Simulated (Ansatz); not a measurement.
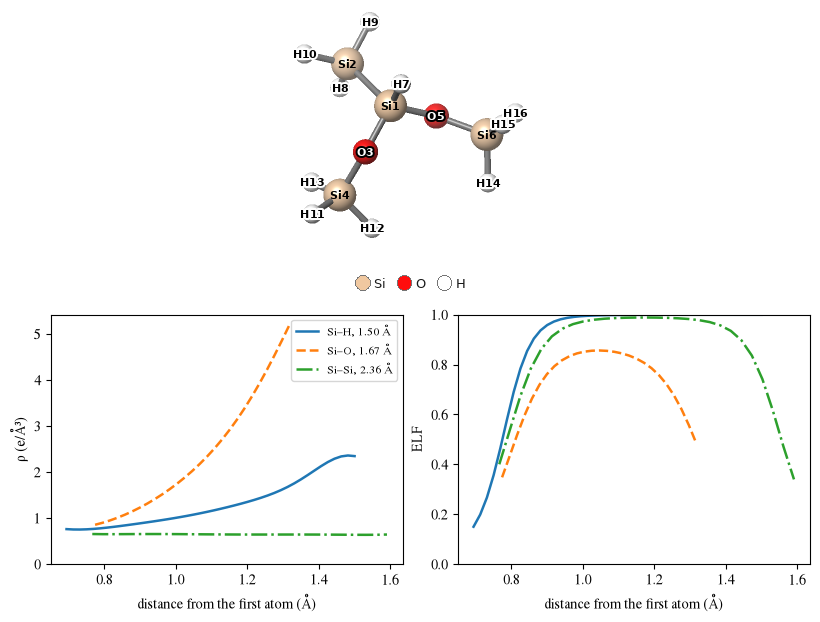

Figure 1: H₁₀O₂Si₄. Total electron density and electron localisation function along straight lines between neighbouring atoms. The curves leave out the atomic cores. The structure is drawn too.

Computed with Ansatz, DFT PBE, Gaussian basis def2-SVP.

Input file:

```
crystal:
  periodic: [false, false, false]
  atoms:
    - { symbol: Si, position_ang: [-0.024451, -0.099596, -0.743183] }
    - { symbol: Si, position_ang: [-0.088701, 2.044411, -0.084752] }
    - { symbol: O, position_ang: [0.711071, -1.090649, 0.464872] }
    - { symbol: Si, position_ang: [2.133969, -1.356158, 1.396532] }
    - { symbol: O, position_ang: [-1.610235, -0.668986, -1.122451] }
    - { symbol: Si, position_ang: [-2.526425, -1.999226, -1.724184] }
    - { symbol: H, position_ang: [0.748822, -0.144137, -1.99664] }
    - { symbol: H, position_ang: [-0.758221, 2.144797, 1.219985] }
    - { symbol: H, position_ang: [-0.825369, 2.836273, -1.080546] }
    - { symbol: H, position_ang: [1.282238, 2.561564, 0.034354] }
    - { symbol: H, position_ang: [3.270164, -1.668006, 0.514717] }
    - { symbol: H, position_ang: [1.912474, -2.500606, 2.2923] }
    - { symbol: H, position_ang: [2.44002, -0.175008, 2.21863] }
    - { symbol: H, position_ang: [-2.33718, -3.188803, -0.880757] }
    - { symbol: H, position_ang: [-2.152919, -2.295057, -3.11622] }
    - { symbol: H, position_ang: [-3.952785, -1.644152, -1.699144] }
basis:
  gaussian: { orbitals: def2-SVP }
hamiltonian:
  xc: pbe
relax:
  f_tol: 0.002
  max_steps: 300
output:
  orbitals: {}
```

Run with:

```sh
ansatz run input.yaml --threads 4 --pin off --max-ram 8192MiB --backend cpu --events-out ev --progress --plain --runs-dir out
```

The fields are those of the relaxed geometry.

> What can be read from the curves?

Si–H (1.50 Å): the density is about 0.76 e/Å³ at the midpoint; the ELF climbs to about 1 towards the hydrogen, as it does in any bond to H.
Si–O (1.67 Å): ρ at the midpoint is about 1 e/Å³; the ELF peaks at about 0.85 between the atoms: a polar covalent bond.
Si–Si (2.36 Å): the density is about 0.64 e/Å³ at the midpoint; the ELF peaks at about 1 between the atoms: a shared electron pair.
